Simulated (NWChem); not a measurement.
**UPBE0/cc-pVTZ run of SiH3 (silyl radical)**

What is the vertical ionisation energy of SiH3 (silyl radical) at UPBE0/cc-pVTZ? 

Program for the calculation: NWChem 7.3.0.

1 further run of the same task is left out (set aside as unsound or not needed). Runs told in other sessions of the task aren't counted.

**1. The structure to begin with**

The species is SiH3 (4 atoms), meant as a doublet with charge 0. As SMILES, `[SiH3]`. The shape is that of a PBE0-D4/def2-TZVP optimisation.

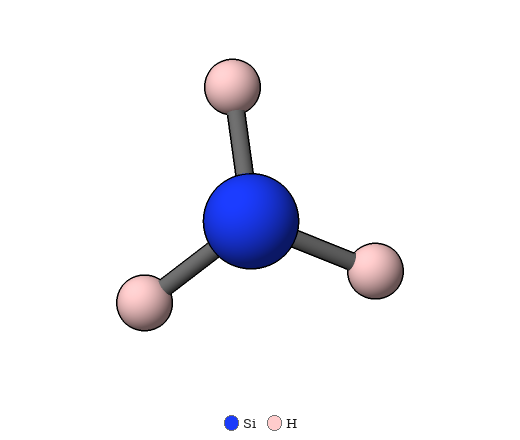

Viewed from a chosen angle; silicon blue, hydrogen pink.

**2. Energy and forces at UPBE0/cc-pVTZ**

The input, h3si.nw:

```
start h3si
title "H3Si"
memory 2200 mb
geometry units angstroms noautosym nocenter noautoz
  Si       0.293780      -0.026900      -0.164030
  H        0.559150       0.665300       1.123900
  H       -0.224040      -1.401650       0.060130
  H       -0.628890       0.763250      -1.019990
end
basis spherical bse
  * library cc-pVTZ
end
dft
  xc pbe0
  mult 2
  grid xfine
  convergence energy 1e-08
  maxiter 100
  mulliken
  print medium
end
task dft gradient
```

Started as:

```sh
$ nwchem h3si.nw > h3si.out
```

Output:

```text
[...]
          Wavefunction type:  spin polarized.
          No. of atoms     :     4
          No. of electrons :    17
[...]
          Charge           :     0
          Spin multiplicity:     2
[...]
          AO basis - number of functions:    76
[...]
              XC Information
              --------------
                         PBE0 Method XC Functional
                     Hartree-Fock (Exact) Exchange  0.250
          PerdewBurkeErnzerhof Exchange Functional  0.750
            Perdew 1991 LDA Correlation Functional  1.000 local
           PerdewBurkeErnz. Correlation Functional  1.000 non-local
[...]
 d= 0,ls=0.0,diis     1   -291.0965092789 -3.07D+02  2.98D-03  3.17D-02     3.5
[...]
 d= 0,ls=0.0,diis     8   -291.1117399873 -6.60D-09  3.11D-07  1.39D-10    23.7
[...]
         Total DFT energy =     -291.111739987346
      One electron energy =     -433.674829432514
           Coulomb energy =      148.800213676801
    Exchange-Corr. energy =      -21.840421367557
 Nuclear repulsion energy =       15.603297135925
[...]
      Total Density - Mulliken Population Analysis
     ---------------------------------------------
    Atom       Charge   Shell Charges
 -----------   ------   -------------------------------------------------------
    1 Si  14    13.97   2.00  1.88  0.20  0.90  0.36  5.51  0.60  1.59  0.76  0.07  0.08  0.01
    2 H    1     1.01   0.24  0.52  0.23  0.00  0.02  0.00
    3 H    1     1.01   0.24  0.52  0.23  0.00  0.02  0.00
    4 H    1     1.01   0.24  0.52  0.23  0.00  0.02  0.00
[...]
      <S2> =      0.7530 (Exact =     0.7500)
[...]
  wavefunction    = open shell
                         DFT ENERGY GRADIENTS
    atom               coordinates                        gradient
                 x          y          z           x          y          z
   1 Si      0.555164  -0.050834  -0.309972   -0.000625   0.000057   0.000348
   2 H       1.056640   1.257235   2.123863   -0.000172  -0.000399  -0.000735
   3 H      -0.423374  -2.648734   0.113629    0.000282   0.000798  -0.000119
   4 H      -1.188430   1.442333  -1.927502    0.000516  -0.000455   0.000506
[...]
```

It took 30 s on 1 thread of Intel Xeon at 2.80GHz (Skylake/Cascade Lake), shared host; peak memory 0.14 GiB.

**3. The singlet cation: the energy at PBE0/cc-pVTZ**

The input, h3si.nw:

```
start h3si
memory stack 880 mb heap 220 mb global 1100 mb
charge 1

geometry units angstroms noautosym nocenter noautoz
   Si    0.293780   -0.026900   -0.164030
   H     0.559150    0.665300    1.123900
   H    -0.224040   -1.401650    0.060130
   H    -0.628890    0.763250   -1.019990
end

basis "ao basis" spherical bse
   * library cc-pVTZ
end

dft
   xc pbe0
   grid xfine
   convergence energy 1e-08
   iterations 100
   mulliken
end

task dft
```

Started as:

```sh
$ nwchem h3si.nw > h3si.out
```

Output:

```text
[...]
          Wavefunction type:  closed shell.
          No. of atoms     :     4
          No. of electrons :    16
[...]
          Charge           :     1
          Spin multiplicity:     1
[...]
          AO basis - number of functions:    76
[...]
              XC Information
              --------------
                         PBE0 Method XC Functional
                     Hartree-Fock (Exact) Exchange  0.250
          PerdewBurkeErnzerhof Exchange Functional  0.750
            Perdew 1991 LDA Correlation Functional  1.000 local
           PerdewBurkeErnz. Correlation Functional  1.000 non-local
[...]
 d= 0,ls=0.0,diis     1   -290.6638132989 -3.06D+02  1.39D-02  2.87D+00     2.7
[...]
 d= 0,ls=0.0,diis     7   -290.7830125094 -1.05D-09  3.85D-08  2.20D-11    14.6
         Total DFT energy =     -290.783012509375
      One electron energy =     -428.358770860493
           Coulomb energy =      143.538905482032
    Exchange-Corr. energy =      -21.566444266839
 Nuclear repulsion energy =       15.603297135925
[...]
      Total Density - Mulliken Population Analysis
     ---------------------------------------------
    Atom       Charge   Shell Charges
 -----------   ------   -------------------------------------------------------
    1 Si  14    13.38   2.00  1.88  0.23  0.99  0.27  5.51  0.59  1.37  0.38  0.07  0.08  0.01
    2 H    1     0.87   0.23  0.51  0.12  0.00  0.02  0.00
    3 H    1     0.87   0.23  0.51  0.12  0.00  0.02  0.00
    4 H    1     0.87   0.23  0.51  0.12  0.00  0.02  0.00
[...]
```

Wall time 15 s (1 thread of Intel Xeon at 2.80GHz (Skylake/Cascade Lake), shared host); peak memory 0.12 GiB.

**4. Results**

At UPBE0/cc-pVTZ:

| quantity | value |
| --- | --- |
| doublet SiH3: total energy | -291.11174 Eh |
| doublet SiH3: dipole moment | 0.01 D |
| doublet SiH3: HOMO energy (highest over α and β) | -6.41 eV |
| doublet SiH3: LUMO energy (lowest over α and β) | -2.52 eV |
| doublet SiH3: ⟨S²⟩ | 0.753 |
| doublet SiH3: largest force on an atom | 0.044 eV/Å |
| singlet cation: total energy | -290.78301 Eh |
| singlet cation: HOMO energy | -17.36 eV |
| singlet cation: LUMO energy | -11.25 eV |
| singlet cation: HOMO–LUMO gap | 6.11 eV |
| vertical ionisation energy (to the singlet cation) | 8.945 eV |

**Reading.** Removing an electron at fixed nuclei costs 8.95 eV (863 kJ/mol). Mulliken charges (singlet cation) run from +0.13 on H2 to +0.62 on Si1; they depend strongly on the basis.
